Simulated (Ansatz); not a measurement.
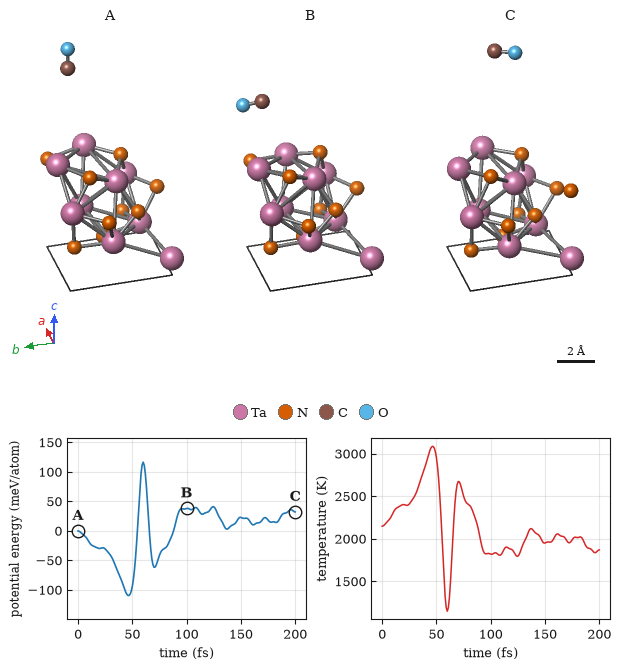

Molecular dynamics of CO on TaN(111) (20 atoms in the cell), 200 fs long. Frames (A at 0 fs, B at 100 fs, C at 200 fs) and the history of the run. The picture is a ball-and-stick view of the simulation cell, with the vacuum cut short, seen from a free direction. Atoms that leave the cell re-enter on the other side. Bonds to atoms that aren't drawn are left out.

These are results of Ansatz, DFT PBE, scalar-relativistic, plane waves, PAW, not measurements. Settings: plane-wave cutoff 420 eV; k-point mesh 2 × 2 × 1; Fermi-Dirac smearing 0.05 eV; low-accuracy preset; 2 atoms held fixed; constant energy (NVE); time step 1 fs; at the start 2 atoms move with typed velocities and the others are at rest.

**What do the frames and curves show?**

The mean temperature in the second half is 1945 K (standard deviation 89 K). The potential energy in the second half lies on average 23.6 meV per atom above the first frame. Root-mean-square distances from the starting positions over the second half, with the common drift of all atoms taken out: O 3.39 Å, C 3.03 Å, Ta 0.30 Å, N 0.23 Å. Against the typical shortest distance between atoms in the first frame, about 2.0 Å, the C and O atoms make wide excursions, while the Ta and N atoms stay at their sites; the run is too short to say whether this is diffusion. 2 of the 18 free atoms end more than three quarters of that spacing from the start. The thermostat's time constant is so short that it disturbs the motion.

Limits of the set-up: the k-point mesh is coarse for a cell with partly filled bands; the program's low-accuracy preset was used; the periodic images lie only 6.0 Å apart, so the values are limited by the cell's size.

PAW datasets: the set soft_1.
